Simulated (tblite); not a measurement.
# B14H14N14 ((5,2) BN nanotube piece): the cost of one run

Programs: tblite 0.8.0 and PySCF 2.14.0, with routines of our own; each step states its level. All values are computed. Atoms count from 0.

## 1. The system as given

42 atoms, charge 0, multiplicity 1; geometry from: force field, distance geometry or constructed start.

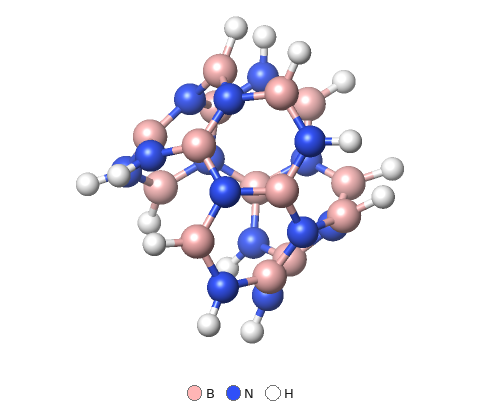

The starting geometry (boron pink, nitrogen blue, hydrogen white).

## 2. Geometry optimisation with GFN2-xTB

Job settings and geometry (Å):

```
{"job": {"kind": "relax", "xc": "GFN2-xTB", "basis": "xTB"}, "charge": 0, "multiplicity": 1}
B      2.454400     0.564000    -0.011100
N      1.752600     1.770000    -0.364300
B      2.241500     1.125600     2.426800
N      1.274500     2.132900     2.071700
B      1.443900     2.020000    -1.745500
N      0.125600     2.460000    -2.099400
B      0.912800     2.302200     0.683000
N     -0.466900     2.414900     0.339900
B     -0.853000     2.298400    -1.053600
N     -1.967700     1.466200    -1.399500
B     -1.390100     2.020000     1.380000
N     -2.267900     0.944500     1.034200
B     -2.395900     0.566500    -0.352400
N     -2.334400    -0.821100    -0.708000
B     -2.467200    -0.025800     2.078100
N     -2.080900    -1.363000     1.736300
B     -2.179000    -1.187800    -2.095900
N     -1.219300    -2.193700    -2.445700
B     -1.838500    -1.682600     0.340900
N     -0.662400    -2.425000    -0.006800
B     -0.274400    -2.502400    -1.399600
N      1.096500    -2.282100    -1.749100
B      0.332400    -2.501600     1.040800
N      1.601300    -1.966600     0.684800
B      1.895400    -1.681800    -0.704400
N      2.483600    -0.431800    -1.050700
B      2.237000    -1.187400     1.729300
N      2.513300     0.170300     1.383300
H      2.757000     1.089400     3.471100
H      0.844300     2.724000     2.816700
H      2.261800     1.869700    -2.577300
H     -0.102400     2.864600    -3.027600
H     -2.427700     1.507100    -2.333900
H     -1.409900     2.540800     2.433200
H     -2.906100     0.247000     3.121900
H     -1.972500    -2.089100     2.462500
H     -2.829600    -0.677000    -2.928200
H     -1.201400    -2.651100    -3.378300
H      1.488800    -2.537600    -2.680000
H      0.103500    -2.975200     2.082800
H      2.917100    -0.254000    -1.980300
H      2.505600    -1.645300     2.781100
```

Run with:

```bash
$ OMP_NUM_THREADS=2 python large_run.py task.json out
```

The driver reads the jobs from task.json and runs them one after another.

Q: Estimate the wall time and peak memory of this first job on 2 threads of Arm Neoverse N1, shared host.

About 2.4 s, with a peak of 0.16 GiB.
